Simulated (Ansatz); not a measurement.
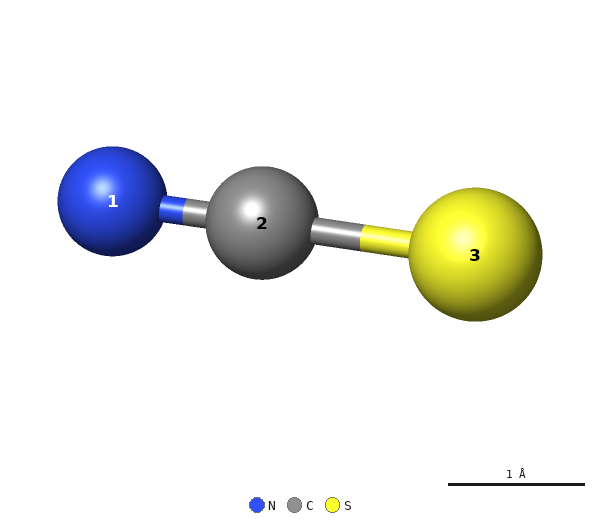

Source: calculation with Ansatz.

The species is neutral and a spin doublet. Geometry: a fixed input geometry, not necessarily a minimum.

Which atoms are bonded, and how long are the bonds?

```
 bond  length (Å)
N1–C2       1.157
C2–S3       1.648
```
